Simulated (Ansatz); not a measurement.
# Run report: PtC₁₈, geometry relaxation (part 1 of 2)

- system: PtC₁₈ (slab, 19 atoms in the cell)
- method: DFT PBEsol, scalar-relativistic, plane waves, PAW, no spin polarisation (Ansatz 0.2.0)

It belongs to a series of runs on one base structure; here: end point A relaxed. Figures and captions count atoms from 1; the log counts them from 0 in places.

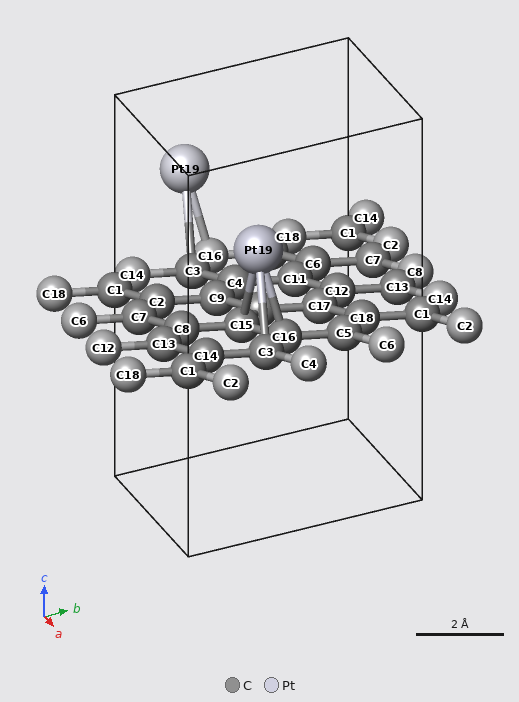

Fig. 1: The structure as given in the input (ball-and-stick view of the cell of the calculation, with the vacuum cut short, seen slightly off an axis; neighbours outside the cell are drawn fainter; atoms are numbered from 1 in the order of the input).

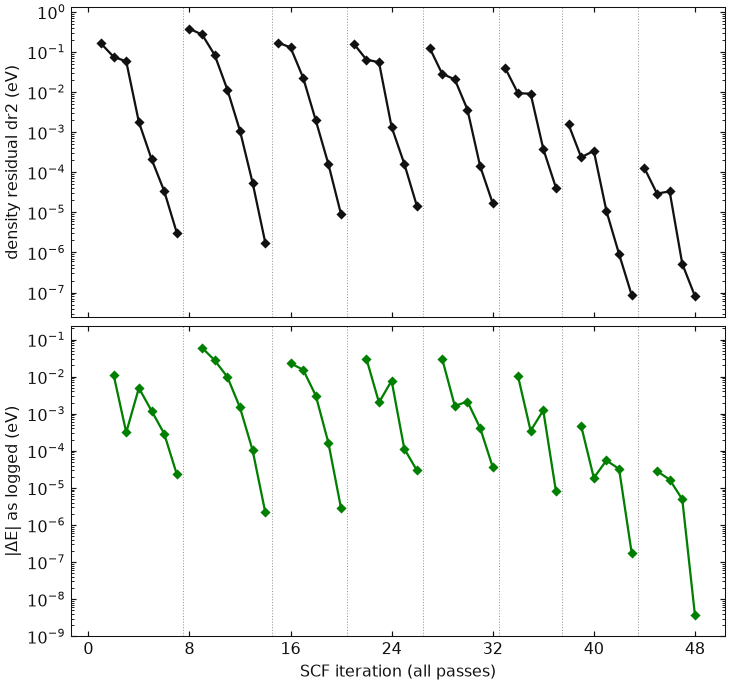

Fig. 2: Convergence of the self-consistent field: density residual dr2 and size of the energy change against the SCF iteration. The dotted lines part the SCF passes of the relaxation: geometry steps, rejected trials and re-solves on a re-selected basis. The 8 passes take 5 to 7 iterations each, 48 in all.

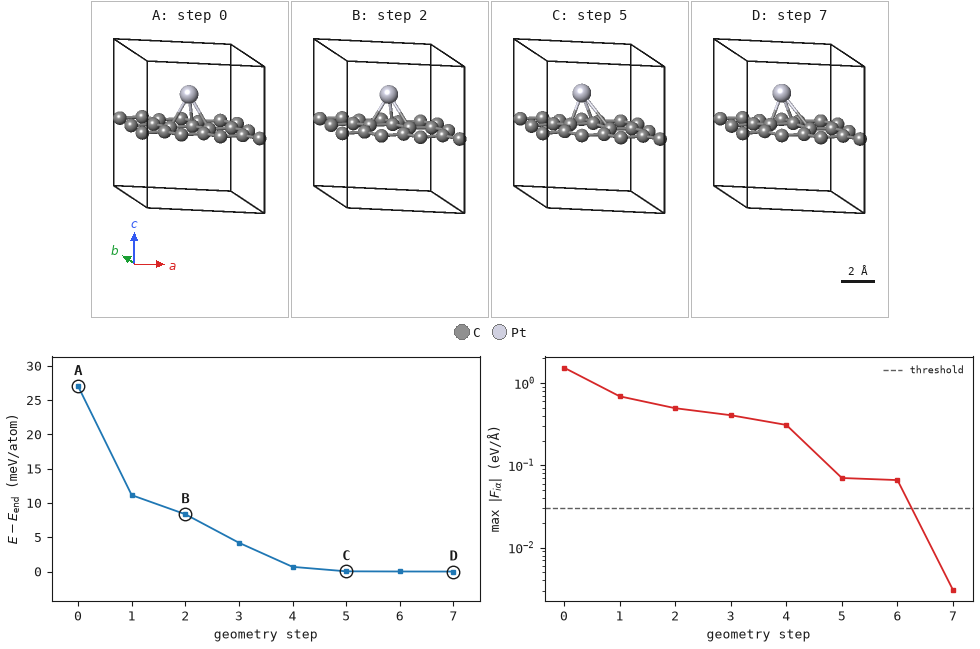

Fig. 3: Frames of the relaxation (ball-and-stick view of the cell of the calculation, with the vacuum cut short (origin shifted), seen slightly off an axis) above the curves, on which the letters mark them (the first geometry is step 0 here and step 1 in the log).

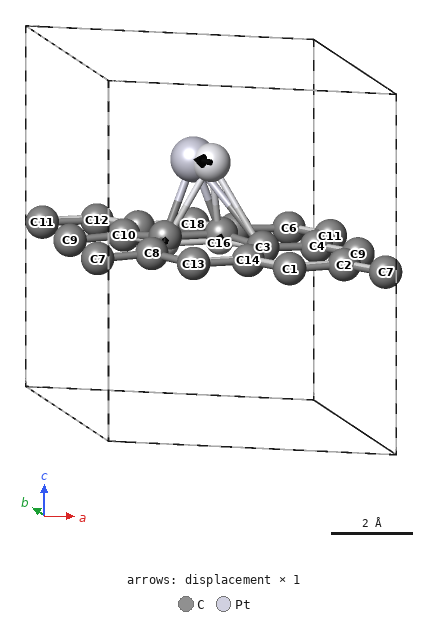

Fig. 4: Start (faint) and end (solid) with the displacements as black arrows, at true length (ball-and-stick view of the cell of the calculation, with the vacuum cut short (origin shifted), seen slightly off an axis). The atom that moves furthest is Pt19 (0.56 Å). By element the largest moves are Pt 0.56 Å, C 0.19 Å. The cell stays as it was. Among the contacts that change: C3–Pt19 2.469 → 2.822 Å, C15–Pt19 2.392 → 2.058 Å, C16–Pt19 2.173 → 2.058 Å, C15–C16 1.424 → 1.462 Å. Among the angles that change: C3–C16–Pt19 83.9° → 106.0°, C16–C3–Pt19 61.1° → 44.5°, C8–C15–Pt19 92.9° → 106.0°. The energy falls by 27.0 meV per atom in 7 geometry steps. Largest force component: 1.5 eV/Å at the start, 0.003 eV/Å at the end. (Atoms are counted from 1 in the order of the input.)

These pictures come from the run below.

**Input file**
```yaml
crystal:
  lattice:
    - [7.398, 0.0, 0.0]
    - [-3.699, 6.406856, 0.0]
    - [0.0, 0.0, 12.0]
  atoms:
    - { symbol: C, position: [0.0, 0.0, 0.0833333] }
    - { symbol: C, position: [0.2222222, 0.1111111, 0.0833333] }
    - { symbol: C, position: [0.0, 0.3333333, 0.0833333] }
    - { symbol: C, position: [0.2222222, 0.4444444, 0.0833333] }
    - { symbol: C, position: [0.0, 0.6666667, 0.0833333] }
    - { symbol: C, position: [0.2222222, 0.7777778, 0.0833333] }
    - { symbol: C, position: [0.3333333, 0.0, 0.0833333] }
    - { symbol: C, position: [0.5555556, 0.1111111, 0.0833333] }
    - { symbol: C, position: [0.3333333, 0.3333333, 0.0833333] }
    - { symbol: C, position: [0.5555556, 0.4444444, 0.0833333] }
    - { symbol: C, position: [0.3333333, 0.6666667, 0.0833333] }
    - { symbol: C, position: [0.5555556, 0.7777778, 0.0833333] }
    - { symbol: C, position: [0.6666667, 0.0, 0.0833333] }
    - { symbol: C, position: [0.8888889, 0.1111111, 0.0833333] }
    - { symbol: C, position: [0.6666667, 0.3333333, 0.0833333] }
    - { symbol: C, position: [0.8888889, 0.4444444, 0.0833333] }
    - { symbol: C, position: [0.6666667, 0.6666667, 0.0833333] }
    - { symbol: C, position: [0.8888889, 0.7777778, 0.0833333] }
    - { symbol: Pt, position: [0.8325106, 0.3523033, 0.2575] }
basis:
  ecutwfc: 420.0
kpoints:
  mp_grid: { grid: [2, 2, 1] }
hamiltonian:
  xc: pbesol
scf:
  occupations: { method: gaussian, width: 0.02 }
  lower_state_search: "off"
relax:
  f_tol: 0.03
  max_steps: 60
  adjacent_minimum: "off"
```

Launch command:
```bash
ansatz run input.yaml --threads 1 --pin off --max-ram 3072MiB --backend cpu --events-out ev --progress --plain --runs-dir out
```

**What the program printed**
```
Engine: ansatz 0.2.0, aarch64-unknown-linux-gnu
Pseudopotentials: kind: paw
Pseudopotential: C, paw, valence charge 4, recommended cutoff 420 eV (normal), C.paw.azcp
Pseudopotential: Pt, paw, valence charge 18, recommended cutoff 420 eV (normal), Pt.paw.azcp
Functional definition: PBEsol
  exchange = pbesol_x
  correlation = pbesol_c
Crystal: 19 atoms, lattice volume = 568.775 Å³
Basis set: ecut = 420 eV, 11177 PW (Γ), exchange–correlation on 100×100×162 points (8 copies of the dense FFT grid, shifted against one another)
Bands: 64, of which v1, the nominal top of the filled ones, is band 45 counted from 1 (44 counted from 0)
Symmetry: 1 space group operations
Space group: P1 (ITA 1), of the structure as read, at distance tolerance 8.3e-5 Å
k-points: 4
Non-local potential: C, projectors of the file, l = 0: 2, l = 1: 2, l = 2: 1
Non-local potential: Pt, projectors of the file, l = 0: 3, l = 1: 2, l = 2: 2, l = 3: 1
PAW form: soft (Blöchl's): semilocal exchange-correlation on the pseudo side does not see the compensation charge
PAW frozen core: C, regenerated for the run's functional, and the local potential with it (the file was generated under x = pbe(κ = 0.804, μ = 0.2195149727645171), c = pbe(β = 0.06672455060314922))
PAW frozen core: Pt, regenerated for the run's functional, and the local potential with it (the file was generated under x = pbe(κ = 0.804, μ = 0.2195149727645171), c = pbe(β = 0.06672455060314922))
PAW one-centre angular grid: C, 110 points (default); XC on 64 Gauss nodes
PAW one-centre angular grid: Pt, 590 points (default); XC on 64 Gauss nodes
Initial density: superposition of atomic densities (neutral atoms: chi_scale 0, normalization atom), corrected by the library's trained network
Initial wavefunctions: pseudopotential atomic-orbital guess
Functional: x = pbesol(κ = 0.804, μ = 0.12345679012345678), c = pbesol(β = 0.046)
SCF iter   1: F=—  HF=-16819.209746 eV  |F-HF|=—  |Δ(HF+E_count)|=         —  Δρ=5.18e-3  dr2=1.62e-1  ethr=1.77e-3  ⟨swp⟩=12.8  Hψ=1546  notcnv=0  defer=21
preconditioner: auto → Resta (q_TF=auto, 2.007 Å⁻¹)  ε∞=2.2  [insulator: Δε(μ)=0.175 eV  Ē_g=13.064 eV  σ=0.020 eV  W_gap=1.00  n_scr=84 (ndim 8)  ℏωp=14.1 eV  f_vac=0.637  D(μ)=0.00/eV (n_scr^D=0)  ε∞_Penn≈2.2  vacuum switching on, ρ_ref=1.2e-2 e/Å³]
SCF iter   2: F=—  HF=-16819.198548 eV  |F-HF|=—  |Δ(HF+E_count)|=   1.12e-2  Δρ=2.74e-3  dr2=7.51e-2  ethr=1.79e-4  ⟨swp⟩=3.0  Hψ=426  notcnv=0  defer=51
SCF iter   3: F=—  HF=-16819.198236 eV  |F-HF|=—  |Δ(HF+E_count)|=   3.12e-4  Δρ=2.17e-3  dr2=5.79e-2  ethr=8.34e-5  ⟨swp⟩=2.2  Hψ=278  notcnv=0  defer=51
SCF iter   4: F=—  HF=-16819.193302 eV  |F-HF|=—  |Δ(HF+E_count)|=   4.93e-3  Δρ=6.87e-4  dr2=1.78e-3  ethr=6.44e-5  ⟨swp⟩=2.2  Hψ=342  notcnv=0  defer=51
SCF iter   5: F=—  HF=-16819.194500 eV  |F-HF|=—  |Δ(HF+E_count)|=   1.20e-3  Δρ=2.10e-4  dr2=2.14e-4  ethr=1.98e-6  ⟨swp⟩=3.0  Hψ=387  notcnv=0  defer=51
SCF iter   6: F=—  HF=-16819.194790 eV  |F-HF|=—  |Δ(HF+E_count)|=   2.91e-4  Δρ=7.31e-5  dr2=3.42e-5  ethr=2.38e-7  ⟨swp⟩=2.8  Hψ=355  notcnv=0  defer=51
SCF iter   7: F=-16819.194817 eV  HF=-16819.194814 eV  |F-HF|=3.78e-6  |Δ(HF+E_count)|=   2.33e-5  Δρ=2.49e-5  dr2=3.10e-6  ethr=2.50e-8  ⟨swp⟩=4.5  Hψ=798  notcnv=0
SCF 1 converged in 7 iterations: F = -16819.194817 eV  dr2 = 3.10e-6
  greatest PAW one-centre occupation: 1.000 electrons in one spin orbital (limit 2), on the Pt atom at site 18 (counted from 0), in its partial waves of l = 0
relax step   1: F+E_penalty+E_count = -16819.19481737 eV  Δ(F+E_penalty+E_count) = +0.000e0 eV  max|allowed force component| = 1.542e0 eV/Å  Δτ_max = 0.0000 Å  (7 SCF iters, dr2 threshold 2.25e-5 eV, accepted)
Initial density: handed on by an earlier stage of this run
Initial wavefunctions: those handed on with the density
iter 1 solved again at ethr=4.16e-4 eV; its pass at ethr=3.10e-3 eV (dr2=3.74e-1 eV) is discarded
SCF iter   1: F=—  HF=-16819.595790 eV  |F-HF|=—  |Δ(HF+E_count)|=         —  Δρ=8.86e-3  dr2=3.74e-1  ethr=4.16e-4  ⟨swp⟩=1.2  Hψ=930  notcnv=0  defer=51
preconditioner: auto → Resta (q_TF=auto, 2.007 Å⁻¹)  ε∞=2.2  [insulator: Δε(μ)=0.198 eV  Ē_g=13.093 eV  σ=0.020 eV  W_gap=1.00  n_scr=84 (ndim 8)  ℏωp=14.1 eV  f_vac=0.640  D(μ)=0.00/eV (n_scr^D=0)  ε∞_Penn≈2.2  vacuum switching on, ρ_ref=1.2e-2 e/Å³]
SCF iter   2: F=—  HF=-16819.535762 eV  |F-HF|=—  |Δ(HF+E_count)|=   6.00e-2  Δρ=5.20e-3  dr2=2.71e-1  ethr=4.16e-4  ⟨swp⟩=2.2  Hψ=317  notcnv=0  defer=51
SCF iter   3: F=—  HF=-16819.508238 eV  |F-HF|=—  |Δ(HF+E_count)|=   2.75e-2  Δρ=3.26e-3  dr2=8.35e-2  ethr=3.01e-4  ⟨swp⟩=2.0  Hψ=348  notcnv=0  defer=51
SCF iter   4: F=—  HF=-16819.498420 eV  |F-HF|=—  |Δ(HF+E_count)|=   9.82e-3  Δρ=1.42e-3  dr2=1.15e-2  ethr=9.28e-5  ⟨swp⟩=2.0  Hψ=250  notcnv=0  defer=51
SCF iter   5: F=—  HF=-16819.496949 eV  |F-HF|=—  |Δ(HF+E_count)|=   1.47e-3  Δρ=4.62e-4  dr2=1.08e-3  ethr=1.28e-5  ⟨swp⟩=2.2  Hψ=304  notcnv=0  defer=51
SCF iter   6: F=—  HF=-16819.496846 eV  |F-HF|=—  |Δ(HF+E_count)|=   1.03e-4  Δρ=9.04e-5  dr2=5.45e-5  ethr=1.20e-6  ⟨swp⟩=2.2  Hψ=354  notcnv=0  defer=51
SCF iter   7: F=-16819.496849 eV  HF=-16819.496848 eV  |F-HF|=1.03e-6  |Δ(HF+E_count)|=   2.21e-6  Δρ=2.03e-5  dr2=1.77e-6  ethr=6.06e-8  ⟨swp⟩=4.0  Hψ=747  notcnv=0
SCF 2 converged in 7 iterations: F = -16819.496849 eV  dr2 = 1.77e-6
relax step   2: F+E_penalty+E_count = -16819.49684885 eV  Δ(F+E_penalty+E_count) = -3.020e-1 eV  max|allowed force component| = 6.914e-1 eV/Å  Δτ_max = 0.1217 Å  (7 SCF iters, dr2 threshold 1.00e-4 eV, accepted)
SCF iter   1: F=—  HF=-16819.591300 eV  |F-HF|=—  |Δ(HF+E_count)|=         —  Δρ=5.63e-3  dr2=1.70e-1  ethr=1.64e-3  ⟨swp⟩=5.0  Hψ=626  notcnv=0  defer=50
preconditioner: auto → Resta (q_TF=auto, 2.007 Å⁻¹)  ε∞=2.2  [insulator: Δε(μ)=0.248 eV  Ē_g=13.096 eV  σ=0.020 eV  W_gap=1.00  n_scr=84 (ndim 8)  ℏωp=14.1 eV  f_vac=0.642  D(μ)=0.00/eV (n_scr^D=0)  ε∞_Penn≈2.2  vacuum switching on, ρ_ref=1.2e-2 e/Å³]
SCF iter   2: F=—  HF=-16819.568416 eV  |F-HF|=—  |Δ(HF+E_count)|=   2.29e-2  Δρ=3.44e-3  dr2=1.29e-1  ethr=1.89e-4  ⟨swp⟩=3.0  Hψ=501  notcnv=0  defer=51
SCF iter   3: F=—  HF=-16819.553071 eV  |F-HF|=—  |Δ(HF+E_count)|=   1.53e-2  Δρ=1.95e-3  dr2=2.26e-2  ethr=1.43e-4  ⟨swp⟩=2.0  Hψ=275  notcnv=0  defer=51
SCF iter   4: F=—  HF=-16819.549992 eV  |F-HF|=—  |Δ(HF+E_count)|=   3.08e-3  Δρ=7.56e-4  dr2=1.95e-3  ethr=2.51e-5  ⟨swp⟩=2.0  Hψ=322  notcnv=0  defer=51
SCF iter   5: F=—  HF=-16819.549830 eV  |F-HF|=—  |Δ(HF+E_count)|=   1.62e-4  Δρ=1.99e-4  dr2=1.58e-4  ethr=2.16e-6  ⟨swp⟩=2.2  Hψ=377  notcnv=0  defer=51
SCF iter   6: F=-16819.549834 eV  HF=-16819.549833 eV  |F-HF|=7.84e-7  |Δ(HF+E_count)|=   2.79e-6  Δρ=4.24e-5  dr2=8.87e-6  ethr=3.32e-8  ⟨swp⟩=3.0  Hψ=974  notcnv=0
SCF 3 converged in 6 iterations: F = -16819.549834 eV  dr2 = 8.87e-6
relax step   3: F+E_penalty+E_count = -16819.54983373 eV  Δ(F+E_penalty+E_count) = -5.298e-2 eV  max|allowed force component| = 4.953e-1 eV/Å  Δτ_max = 0.0991 Å  (6 SCF iters, dr2 threshold 2.99e-5 eV, accepted)
iter 1 solved again at ethr=1.68e-4 eV; its pass at ethr=3.10e-3 eV (dr2=1.51e-1 eV) is discarded
SCF iter   1: F=—  HF=-16819.669274 eV  |F-HF|=—  |Δ(HF+E_count)|=         —  Δρ=6.87e-3  dr2=1.60e-1  ethr=1.68e-4  ⟨swp⟩=1.5  Hψ=937  notcnv=0  defer=51
preconditioner: auto → Resta (q_TF=auto, 2.007 Å⁻¹)  ε∞=2.2  [insulator: Δε(μ)=0.272 eV  Ē_g=13.024 eV  σ=0.020 eV  W_gap=1.00  n_scr=84 (ndim 8)  ℏωp=14.1 eV  f_vac=0.640  D(μ)=0.00/eV (n_scr^D=0)  ε∞_Penn≈2.2  vacuum switching on, ρ_ref=1.2e-2 e/Å³]
SCF iter   2: F=—  HF=-16819.638497 eV  |F-HF|=—  |Δ(HF+E_count)|=   3.08e-2  Δρ=3.67e-3  dr2=6.44e-2  ethr=1.68e-4  ⟨swp⟩=2.5  Hψ=349  notcnv=0  defer=51
SCF iter   3: F=—  HF=-16819.636483 eV  |F-HF|=—  |Δ(HF+E_count)|=   2.01e-3  Δρ=2.33e-3  dr2=5.49e-2  ethr=7.16e-5  ⟨swp⟩=2.8  Hψ=491  notcnv=0  defer=51
SCF iter   4: F=—  HF=-16819.628736 eV  |F-HF|=—  |Δ(HF+E_count)|=   7.75e-3  Δρ=6.13e-4  dr2=1.34e-3  ethr=6.10e-5  ⟨swp⟩=2.2  Hψ=263  notcnv=0  defer=51
SCF iter   5: F=—  HF=-16819.628850 eV  |F-HF|=—  |Δ(HF+E_count)|=   1.14e-4  Δρ=2.24e-4  dr2=1.63e-4  ethr=1.49e-6  ⟨swp⟩=2.0  Hψ=448  notcnv=0  defer=51
SCF iter   6: F=-16819.628882 eV  HF=-16819.628880 eV  |F-HF|=2.36e-6  |Δ(HF+E_count)|=   2.96e-5  Δρ=5.57e-5  dr2=1.44e-5  ethr=5.48e-8  ⟨swp⟩=3.0  Hψ=895  notcnv=0
SCF 4 converged in 6 iterations: F = -16819.628882 eV  dr2 = 1.44e-5
relax step   4: F+E_penalty+E_count = -16819.62888208 eV  Δ(F+E_penalty+E_count) = -7.905e-2 eV  max|allowed force component| = 4.070e-1 eV/Å  Δτ_max = 0.2000 Å  (6 SCF iters, dr2 threshold 4.93e-5 eV, accepted)
SCF iter   1: F=—  HF=-16819.730117 eV  |F-HF|=—  |Δ(HF+E_count)|=         —  Δρ=6.70e-3  dr2=1.27e-1  ethr=1.82e-3  ⟨swp⟩=4.8  Hψ=665  notcnv=0  defer=50
preconditioner: auto → Resta (q_TF=auto, 2.007 Å⁻¹)  ε∞=2.2  [insulator: Δε(μ)=0.336 eV  Ē_g=13.006 eV  σ=0.020 eV  W_gap=1.00  n_scr=84 (ndim 8)  ℏωp=14.1 eV  f_vac=0.640  D(μ)=0.00/eV (n_scr^D=0)  ε∞_Penn≈2.2  vacuum switching on, ρ_ref=1.2e-2 e/Å³]
SCF iter   2: F=—  HF=-16819.699789 eV  |F-HF|=—  |Δ(HF+E_count)|=   3.03e-2  Δρ=3.08e-3  dr2=2.84e-2  ethr=1.41e-4  ⟨swp⟩=2.5  Hψ=456  notcnv=0  defer=51
SCF iter   3: F=—  HF=-16819.698169 eV  |F-HF|=—  |Δ(HF+E_count)|=   1.62e-3  Δρ=1.73e-3  dr2=2.06e-2  ethr=3.16e-5  ⟨swp⟩=2.2  Hψ=363  notcnv=0  defer=51
SCF iter   4: F=—  HF=-16819.696043 eV  |F-HF|=—  |Δ(HF+E_count)|=   2.13e-3  Δρ=6.34e-4  dr2=3.64e-3  ethr=2.29e-5  ⟨swp⟩=2.0  Hψ=279  notcnv=0  defer=51
SCF iter   5: F=—  HF=-16819.695627 eV  |F-HF|=—  |Δ(HF+E_count)|=   4.16e-4  Δρ=2.02e-4  dr2=1.43e-4  ethr=4.05e-6  ⟨swp⟩=2.0  Hψ=316  notcnv=0  defer=51
SCF iter   6: F=-16819.695666 eV  HF=-16819.695663 eV  |F-HF|=2.89e-6  |Δ(HF+E_count)|=   3.65e-5  Δρ=6.02e-5  dr2=1.68e-5  ethr=9.45e-8  ⟨swp⟩=3.2  Hψ=961  notcnv=0
SCF 5 converged in 6 iterations: F = -16819.695666 eV  dr2 = 1.68e-5
relax step   5: F+E_penalty+E_count = -16819.69566598 eV  Δ(F+E_penalty+E_count) = -6.678e-2 eV  max|allowed force component| = 3.099e-1 eV/Å  Δτ_max = 0.2000 Å  (6 SCF iters, dr2 threshold 8.50e-5 eV, accepted)
SCF iter   1: F=—  HF=-16819.719986 eV  |F-HF|=—  |Δ(HF+E_count)|=         —  Δρ=3.33e-3  dr2=3.87e-2  ethr=2.23e-4  ⟨swp⟩=5.5  Hψ=627  notcnv=0  defer=51
preconditioner: auto → Resta (q_TF=auto, 2.007 Å⁻¹)  ε∞=2.2  [insulator: Δε(μ)=0.301 eV  Ē_g=13.006 eV  σ=0.020 eV  W_gap=1.00  n_scr=84 (ndim 8)  ℏωp=14.1 eV  f_vac=0.640  D(μ)=0.00/eV (n_scr^D=0)  ε∞_Penn≈2.2  vacuum switching on, ρ_ref=1.2e-2 e/Å³]
SCF iter   2: F=—  HF=-16819.709659 eV  |F-HF|=—  |Δ(HF+E_count)|=   1.03e-2  Δρ=1.56e-3  dr2=9.29e-3  ethr=4.30e-5  ⟨swp⟩=2.2  Hψ=416  notcnv=0  defer=51
SCF iter   3: F=—  HF=-16819.709315 eV  |F-HF|=—  |Δ(HF+E_count)|=   3.45e-4  Δρ=9.74e-4  dr2=9.09e-3  ethr=1.03e-5  ⟨swp⟩=2.0  Hψ=339  notcnv=0  defer=51
SCF iter   4: F=—  HF=-16819.708080 eV  |F-HF|=—  |Δ(HF+E_count)|=   1.23e-3  Δρ=2.78e-4  dr2=3.82e-4  ethr=1.01e-5  ⟨swp⟩=2.0  Hψ=260  notcnv=0  defer=51
SCF iter   5: F=-16819.708063 eV  HF=-16819.708072 eV  |F-HF|=9.33e-6  |Δ(HF+E_count)|=   8.20e-6  Δρ=9.49e-5  dr2=4.14e-5  ethr=6.19e-8  ⟨swp⟩=3.5  Hψ=963  notcnv=0
SCF 6 converged in 5 iterations: F = -16819.708063 eV  dr2 = 4.14e-5
relax step   6: F+E_penalty+E_count = -16819.70806251 eV  Δ(F+E_penalty+E_count) = -1.240e-2 eV  max|allowed force component| = 7.015e-2 eV/Å  Δτ_max = 0.0596 Å  (5 SCF iters, dr2 threshold 5.57e-5 eV, accepted)
```
